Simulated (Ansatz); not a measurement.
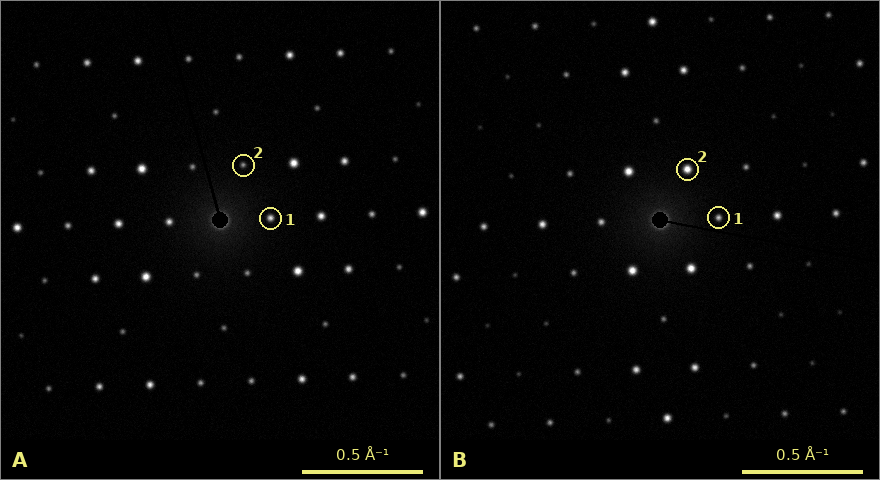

Kinematic electron diffraction patterns (200 kV, B = 0.5 Å², same scale) along [001] of the run's own cell, for the start and the end of one relaxation of GeH2Pd2 with DFT, PAW plane waves, r2scan (Ansatz 0.2.0). k mesh 5×5×3. The start is a generated model structure, and the relaxation ends in the nearest stationary point of its symmetry, not necessarily the ground state. Spot 1 is 0 -1 0 and spot 2 is 1 -1 0 in both.

Start structure:

```
CELL_PARAMETERS angstrom
0.00000 4.81987 0.00000
4.18773 -2.40993 0.00000
1.56884 0.00000 -6.44542
ATOMIC_POSITIONS crystal
H 0.49104 0.70288 0.64786
H 0.78816 0.29712 0.85214
H 0.50896 0.29712 0.35214
H 0.21184 0.70288 0.14786
Pd 0.26880 0.26626 0.99699
Pd 0.00254 0.73374 0.50301
Pd 0.73120 0.73374 0.00301
Pd 0.99746 0.26626 0.49699
Ge 0.13450 0.00000 0.75000
Ge 0.86550 0.00000 0.25000
```

Question: Which pattern belongs to the start structure, and which to the relaxed one?

Answer: B is the start: its cell gives d(1) = 4.069 Å, d(2) = 4.147 Å and an angle of 59.4°. A is the relaxed structure, with d(1) = 4.715 Å (+15.9 %), d(2) = 4.005 Å (-3.4 %) and 64.9°.

Question: Name reflections whose intensity changes strongly on relaxation.

Answer: 1 2 0 goes from 0.66 to 38 % of the strongest spot; 1 -1 0 goes from 100 to 6 % of the strongest spot; 1 1 0 goes from 7.9 to 100 % of the strongest spot.

Question: What did the relaxation do to the structure and the energy?

Answer: The volume changed by -12.3 % to 11.42 Å³ an atom; with the mean shift removed, the atoms moved by up to 1.59 Å relative to the cell (H most); the space group stayed C2/c (No. 15); the free energy fell by 1200 meV an atom. Relaxed cell: a = 4.424 Å, b = 5.806 Å, c = 5.473 Å, α = 63.77°, β = 90.00°, γ = 112.40°.
